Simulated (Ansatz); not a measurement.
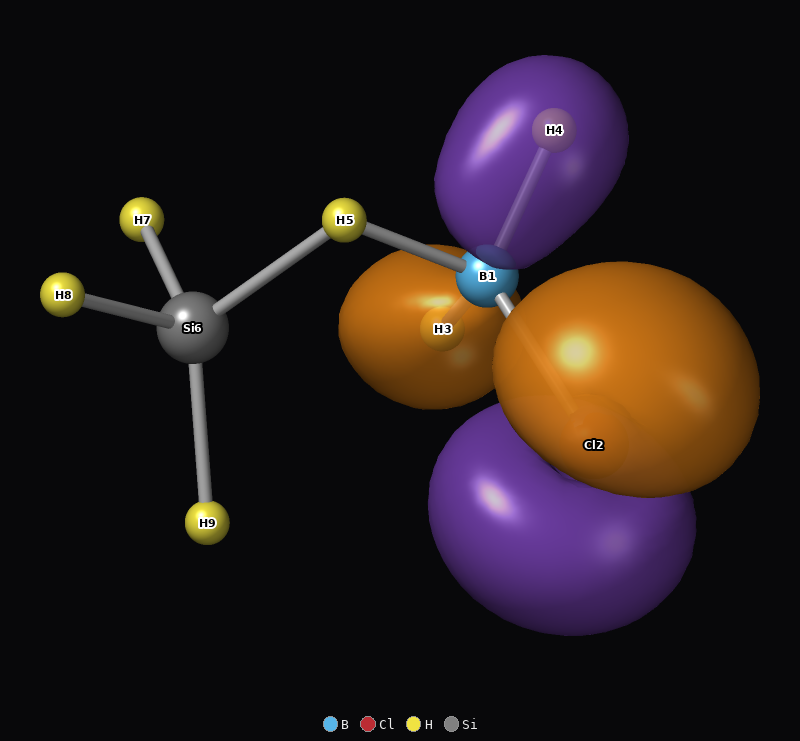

BClH₆Si. One frontier orbital at ±0.15 Å⁻³ᐟ² (orange and purple are the two phases), seen at a tilt.

The reactant side of a reaction path; geometry: PBE0-D4/def2-TZVP.

Method: RKS PBE0-D4/def2-TZVPP (Ansatz).

```yaml
atoms:
  - { symbol: B, position_ang: [-1.0046, -0.4352, -0.3495] }
  - { symbol: Cl, position_ang: [-1.5860, 0.5425, -1.7540] }
  - { symbol: H, position_ang: [-0.0783, -1.1821, -0.6082] }
  - { symbol: H, position_ang: [-1.8170, -0.9777, 0.3410] }
  - { symbol: H, position_ang: [-0.6380, 0.4315, 0.5861] }
  - { symbol: Si, position_ang: [0.9603, 0.3303, 0.3858] }
  - { symbol: H, position_ang: [1.4644, -0.8054, 1.1834] }
  - { symbol: H, position_ang: [1.1275, 1.5918, 1.1588] }
  - { symbol: H, position_ang: [1.5717, 0.5040, -0.9436] }
```

**Which orbital is it: HOMO or LUMO?**

The HOMO, at −8.15 eV. By Hirshfeld shares it lies mainly on Cl2 (about 70 %), B1 (about 10 %), H3 (about 5 %) and H4 (about 5 %); largely a lone pair of Cl2.
